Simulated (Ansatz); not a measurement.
**C2H2F4 (norflurane): HF/STO-3G**

Aim: the vertical ionisation energy of C2H2F4 (norflurane) at HF/STO-3G, from 2 runs. 

Program for the calculation: Ansatz 0.2.0.

46 further runs of the same task are left out: 1 that didn't finish, 45 set aside as unsound or not needed.

### Step 1. The structure to begin with

C2H2F4 has 8 atoms, charge 0, and is taken as a singlet. SMILES: `FCC(F)(F)F`. The shape is that of a PBE0-D4/def2-TZVP optimisation.

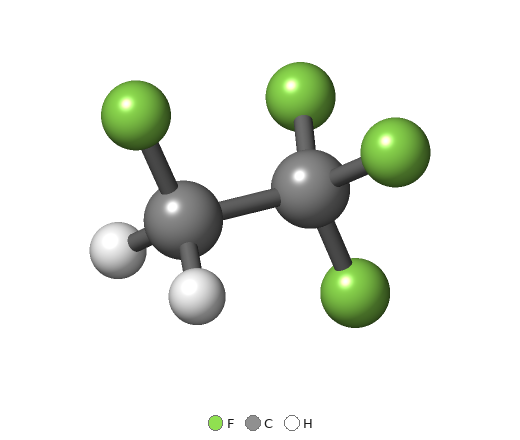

The structure, seen from a chosen angle (fluorine green, carbon grey, hydrogen white).

### Step 2. A single-point energy at HF/STO-3G

File input.yaml:

```yaml
crystal:
  periodic: [false, false, false]
  atoms:
    - {symbol: F, position_ang: [-0.224600, -1.506500, 0.915200]}
    - {symbol: C, position_ang: [-0.211200, -0.737800, -0.211700]}
    - {symbol: C, position_ang: [0.211200, 0.674300, 0.135500]}
    - {symbol: F, position_ang: [1.434400, 0.711300, 0.662400]}
    - {symbol: F, position_ang: [0.217100, 1.411800, -0.982100]}
    - {symbol: F, position_ang: [-0.624600, 1.243600, 1.002900]}
    - {symbol: H, position_ang: [0.502000, -1.148600, -0.930100]}
    - {symbol: H, position_ang: [-1.212300, -0.705100, -0.647900]}
basis:
  gaussian:
    orbitals: STO-3G
hamiltonian:
  xc: hf
magnetization:
  spin_polarized: false
output: {orbitals: {seedname: orbitals}}
accuracy: high
```

On the command line:

```sh
$ ansatz run input.yaml --threads 1 --pin off --max-ram 3480MiB --events-out events.jsonl --progress --plain --runs-dir runs
```

Output:

```text
Warning: RAYON_NUM_THREADS=1 ignored (pool sized by the plan → 1); use --threads N
Functional definition: HF
  name "HF"
  exchange = exact_x
  correlation = 0
684 factors; integrals over basis functions are off by at most 3.5e-8 eV
mean field evaluation 1: about -12731.3340 eV, gradient 4.4e1 eV
mean field evaluation 2: about -12731.6346 eV, gradient 4.4e1 eV
mean field evaluation 4: about -12738.2279 eV, gradient 2.5e0 eV
mean field evaluation 8: about -12738.2587 eV, gradient 4.5e-4 eV
mean field -12738.25865074 eV, -468.1223711129 hartree, gradient 2.0e-8 eV, S^2 0.000000; 0 other end points of the search recorded, 0 dependent functions left out
reference -12738.25865074 eV, -468.1223711129 hartree; 25, 25 occupied and 7, 7 virtual orbitals, 684 factors
Total energy: -12738.25865074 eV, -468.1223711129 hartree
```

It took 0.32 s on 1 thread of Arm Neoverse V1, shared host.

### Step 3. The doublet cation, same level

File molecule.yaml:

```yaml
basis:
  gaussian: {orbitals: STO-3G}
crystal:
  periodic: [false, false, false]
  atoms:
    - {symbol: F, position_ang: [-0.224600, -1.506500, 0.915200]}
    - {symbol: C, position_ang: [-0.211200, -0.737800, -0.211700]}
    - {symbol: C, position_ang: [0.211200, 0.674300, 0.135500]}
    - {symbol: F, position_ang: [1.434400, 0.711300, 0.662400]}
    - {symbol: F, position_ang: [0.217100, 1.411800, -0.982100]}
    - {symbol: F, position_ang: [-0.624600, 1.243600, 1.002900]}
    - {symbol: H, position_ang: [0.502000, -1.148600, -0.930100]}
    - {symbol: H, position_ang: [-1.212300, -0.705100, -0.647900]}
total_charge: 1
magnetization: {spin_polarized: true, initial_magnetization: 1}
hamiltonian: {xc: hf}
accuracy: high
output: {orbitals: {seedname: orbitals}}
```

On the command line:

```sh
$ ansatz run molecule.yaml --threads 1 --pin off --max-ram 3480MiB --events-out events.jsonl --progress --plain --runs-dir runs
```

Output:

```text
Warning: RAYON_NUM_THREADS=1 ignored (pool sized by the plan → 1); use --threads N
[... 4 set-up lines as earlier in the session ...]
684 factors; integrals over basis functions are off by at most 3.5e-8 eV
mean field evaluation 1: about -12719.0015 eV, gradient 3.6e1 eV
mean field evaluation 2: about -12719.2729 eV, gradient 3.6e1 eV
mean field evaluation 4: about -12728.0755 eV, gradient 2.2e0 eV
mean field evaluation 8: about -12728.2360 eV, gradient 1.1e0 eV
mean field evaluation 16: about -12728.2963 eV, gradient 3.5e0 eV
mean field evaluation 32: about -12728.5141 eV, gradient 2.9e-1 eV
mean field evaluation 64: about -12719.8282 eV, gradient 2.8e1 eV
mean field evaluation 96: about -12727.5369 eV, gradient 4.5e0 eV
mean field -12728.60543281 eV, -467.7676218971 hartree, gradient 4.3e-8 eV, S^2 0.755436; 3 other end points of the search recorded, 0 dependent functions left out
reference -12728.60543281 eV, -467.7676218971 hartree; 25, 24 occupied and 7, 8 virtual orbitals, 684 factors
Total energy: -12728.60543281 eV, -467.7676218971 hartree
```

Run time: 2.1 s. Hardware: 1 thread of Arm Neoverse V1, shared host; peak memory 0.099 GiB.

### Step 4. Summary of results

At HF/STO-3G:

| quantity | value |
| --- | --- |
| singlet C2H2F4: total energy | -468.12237 Eh |
| singlet C2H2F4: HOMO energy | -10.70 eV |
| singlet C2H2F4: LUMO energy | 13.67 eV |
| singlet C2H2F4: HOMO–LUMO gap | 24.37 eV |
| doublet cation: total energy | -467.76762 Eh |
| doublet cation: HOMO energy (highest over α and β) | -18.85 eV |
| doublet cation: LUMO energy (lowest over α and β) | -7.42 eV |
| doublet cation: ⟨S²⟩ | 0.755 |
| vertical ionisation energy (to the doublet cation) | 9.653 eV |

In words: Removing an electron at fixed nuclei costs 9.65 eV (223 kcal/mol). −ε(HOMO) before ionisation, 10.70 eV, is 1.05 eV above this ionisation energy. In a minimal basis such a difference can be off by several eV, whatever the method.
